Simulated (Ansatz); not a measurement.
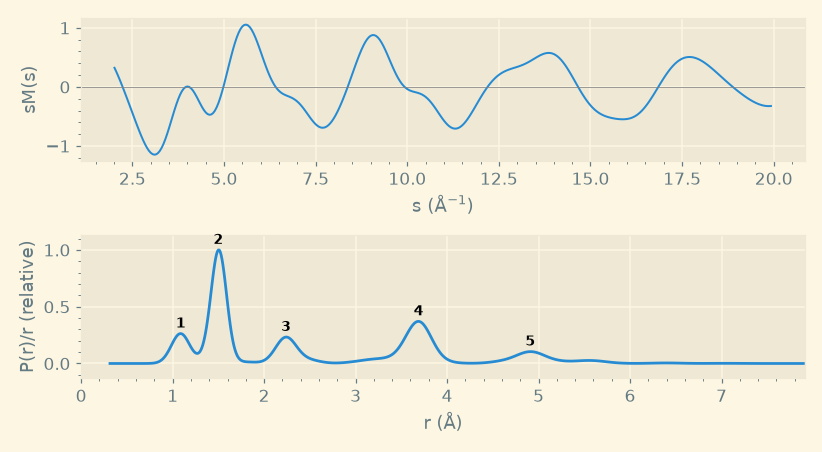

Simulated gas electron diffraction: reduced molecular intensity sM(s) from the Debye equation in the first Born approximation (top) and the radial distribution curve (bottom) of C3H10Si. Each pair of atoms contributes with weight ZᵢZⱼ/r; damping constant 0.002 Å²; vibrational amplitudes assumed, not computed: 0.05 Å for bonds, 0.078 Å for bonds to H, 0.06 + 0.015 r up to 0.15 Å for other pairs. The geometry is the end point of an optimisation (RKS B3LYP-D4/6-31G* in Ansatz 0.2.0); it may be a saddle point or a higher isomer.

Assign the numbered peaks of the radial distribution curve (– bonded, ··· not bonded).

Answer. Peak 1, 1.09 Å: C–H 1.09 Å (×6)
Peak 2, 1.50 Å: Si–H 1.48–1.49 Å (×4), C–C 1.51 Å (×3)
Peak 3, 2.24 Å: C···H 2.24 Å (×12)
Peak 4, 3.69 Å: C···H 3.42–3.84 Å (×4), Si···H 3.56–3.77 Å (×4), Si···C 3.68–3.70 Å (×2), not resolved
Peak 5, 4.91 Å: C···H 4.66–5.16 Å (×4), Si···C 4.91 Å, not resolved
